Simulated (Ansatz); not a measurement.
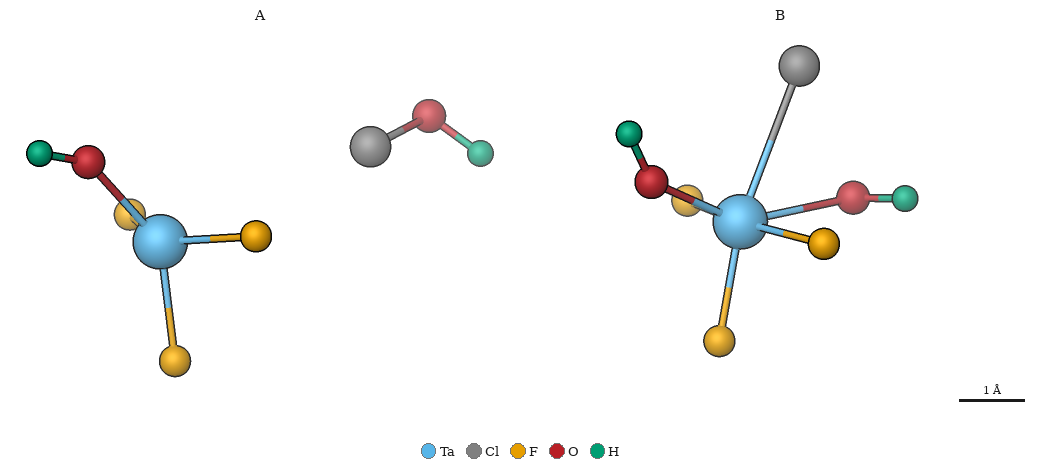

Two geometries of TaH₂O₂ClF₃ (multiplicity 2), drawn at one scale. One is the start of a relaxation, the other its converged end. A ball-and-stick model, seen at a tilt.

Theory: UKS PBE/def2-SVP (Ansatz). (collinear spin; force threshold 0.03 eV/Å; at most 50 steps)

**Which of the two is the end point?**

Structure B is the relaxed one. The run prepares an end point of a later path (reaction) calculation, from a guessed geometry. Over 36 accepted moves (38 points after the start) the energy falls by 318.3 kJ/mol. The largest force component goes from 1.7 to 0.013 eV/Å. The line search rejected the trial steps at points 28, 33 of the run. The largest move after the best rigid fit is that of an O atom, 2.03 Å. By element the largest moves are O 2.03 Å, H 1.97 Å, Cl 1.91 Å, Ta 1.09 Å, F 0.80 Å. Among the contacts that change: O–Ta 5.068 → 2.095 Å, H–Ta 5.553 → 2.627 Å, Cl–Ta 3.669 → 2.581 Å, Cl–O 1.654 → 2.419 Å. New bonds form, among them: Cl–Ta (3.67 → 2.58 Å), O–Ta (5.07 → 2.09 Å). Bonds break, among them: Cl–O (1.65 → 2.42 Å). Among the angles between lasting bonds that change: O–Ta–F 142.6° → 104.3°, F–Ta–F 140.6° → 163.1°, F–Ta–F 94.5° → 91.1°. The run took 2.6 min on 4 threads of Arm Neoverse V1, with other jobs on the host, peak memory 0.35 GiB.

Limits of the set-up: the start holds two separate molecules, 3.0 Å apart at their closest, whose relative position is a soft coordinate and is computed without a dispersion correction.
